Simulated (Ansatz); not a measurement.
# wB97X/STO-3G run of Cl2 (chlorine)

Aim: the vertical electron affinity of Cl2 (chlorine) at wB97X/STO-3G, from 2 runs. 

The calculation is run with Ansatz 0.2.0.

21 further runs of the same task are left out: 3 that didn't finish, 18 set aside as unsound or not needed.

## Step 1: The structure to begin with

Cl2: 2 atoms, total charge 0, spin state singlet. As SMILES, `ClCl`. The coordinates come from a GFN2-xTB relaxation.

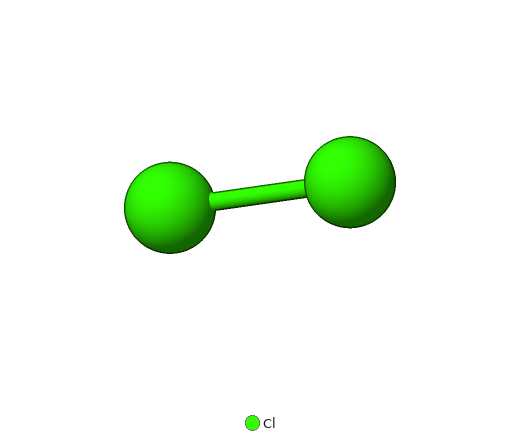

The structure, seen from a chosen angle (chlorine green).

## Step 2: A single-point energy at wB97X/STO-3G

The input, run.yaml:

```yaml
crystal:
  periodic: [false, false, false]
  atoms:
    - {symbol: Cl, position_ang: [0.859850, -0.286310, 0.440860]}
    - {symbol: Cl, position_ang: [-0.859850, 0.286310, -0.440860]}
basis:
  gaussian: {orbitals: STO-3G}
hamiltonian: {xc: {name: wB97X}}
accuracy: high
```

Command:

```console
ansatz run run.yaml --threads 1 --pin off --max-ram 2610MiB --events-out events.jsonl --progress --plain --runs-dir runs
```

What it wrote:

```text
Warning: RAYON_NUM_THREADS=1 ignored (pool sized by the plan → 1); use --threads N
Functional definition: wB97X
  name "wB97X"
  parameter omega = 0.3/bohr
  parameter cx = 0.157706
  parameter cx1 = 0.726479
  parameter cx2 = 1.04760
  parameter cx3 = -5.70635
  parameter cx4 = 13.2794
  parameter css1 = -4.33879
  parameter css2 = 18.2308
  parameter css3 = -31.7430
  parameter css4 = 17.2901
  parameter cos1 = 2.37031
  parameter cos2 = -11.3995
  parameter cos3 = 6.58405
  parameter cos4 = -3.78132
  exchange = spin_sum(e_x_unif_sr(omega)*poly(b97_u_x, 1 - cx, cx1, cx2, cx3, cx4)) + cx*exact_x_sr(omega)
      + exact_x_lr(omega)
  correlation = spin_sum(e_c_pw_same_spin*poly(b97_u_same, 1, css1, css2, css3, css4))
      + integral(e_c_pw_opposite_spin*poly(b97_u_opposite, 1, cos1, cos2, cos3, cos4))
297 factors; integrals over basis functions are off by at most 2.5e-8 eV
103 factors; integrals over basis functions are off by at most 5.6e-10 eV
mean field evaluation 1: about -24771.5997 eV, gradient 6.6e0 eV
mean field evaluation 2: about -24771.8427 eV, gradient 6.6e-1 eV
mean field evaluation 4: about -24771.8454 eV, gradient 4.3e-2 eV
mean field evaluation 8: about -24771.8454 eV, gradient 2.4e-7 eV
mean field -24771.84541196 eV, -910.3485279297 hartree, gradient 2.1e-9 eV, S^2 0.000000; 0 other end points of the search recorded, 0 dependent functions left out
reference -24771.84541102 eV, -910.3485278951 hartree; 17, 17 occupied and 1, 1 virtual orbitals, 297 factors
Total energy: -24771.84541102 eV, -910.3485278951 hartree
```

Run time: 2.2 s. Hardware: 1 thread of Arm Neoverse V2, shared host; peak memory 0.18 GiB.

## Step 3: The doublet anion at the same level

The input, molecule.yaml:

```yaml
crystal:
  periodic: [false, false, false]
  atoms:
    - symbol: Cl
      position_ang: [0.859850, -0.286310, 0.440860]
    - symbol: Cl
      position_ang: [-0.859850, 0.286310, -0.440860]
basis:
  gaussian:
    orbitals: STO-3G
total_charge: -1
hamiltonian:
  xc: {name: wB97X}
magnetization:
  spin_polarized: true
  initial_magnetization: 1
accuracy: high
```

Command:

```console
ansatz run molecule.yaml --threads 1 --pin off --max-ram 2610MiB --events-out events.jsonl --progress --plain --runs-dir runs
```

What it wrote (excerpt; [...] marks lines left out):

```text
Warning: RAYON_NUM_THREADS=1 ignored (pool sized by the plan → 1); use --threads N
[... 2 set-up lines as earlier in the session ...]
[...]
      + exact_x_lr(omega)
[...]
      + integral(e_c_pw_opposite_spin*poly(b97_u_opposite, 1, cos1, cos2, cos3, cos4))
297 factors; integrals over basis functions are off by at most 2.5e-8 eV
103 factors; integrals over basis functions are off by at most 5.8e-10 eV
[...]
mean field -24769.31475136 eV, -910.2555278680 hartree, gradient 3.3e-9 eV, S^2 0.750000; 0 other end points of the search recorded, 0 dependent functions left out
reference -24769.31475043 eV, -910.2555278337 hartree; 18, 17 occupied and 0, 1 virtual orbitals, 297 factors
Total energy: -24769.31475043 eV, -910.2555278337 hartree
```

Wall time 4.2 s (1 thread of Arm Neoverse V2, shared host); peak memory 0.28 GiB.

## Step 4: What came out

At wB97X/STO-3G:

| quantity | value |
| --- | --- |
| singlet Cl2: total energy | -910.34853 Eh |
| doublet anion: total energy | -910.25553 Eh |
| doublet anion: ⟨S²⟩ | 0.750 |
| vertical electron affinity (to the doublet anion) | -2.531 eV |

In words: The anion lies 2.53 eV (244 kJ/mol) above the neutral: the electron isn't bound at this level, and such a value depends on the basis. Without diffuse functions anions come out too high. In a minimal basis such a difference can be off by several eV, whatever the method.
